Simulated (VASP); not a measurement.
Band structure of BaF$_{2}$ (fluorite). Method: r2SCAN+rVV10, VASP's PBE PAW potentials (set 64) (plane waves; VASP).

Unless said otherwise, spin-orbit coupling is left out, though it shifts the bands of the heavy elements here.

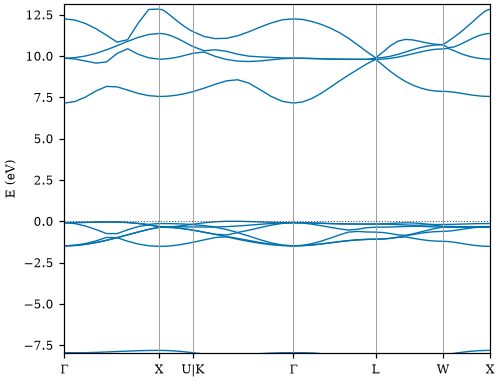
Figure. Bands along high-symmetry lines, zero at the valence-band maximum or, without a gap, the Fermi level

Problem. Read the plot: is there a gap, and where are the band edges?

Solution. The gap is indirect, 7.15 eV, from the valence maximum at K-Γ at 0.44 to the conduction minimum at Γ.

Measured: gap 10.50 eV (computed value off by -3.35 eV), as given by Andrés Aguado et al., Journal of the Physical Society of Japan (1999), arXiv:cond-mat/9901145.

The compound is BaF2 in the fluorite structure. The cell was not relaxed at this level.
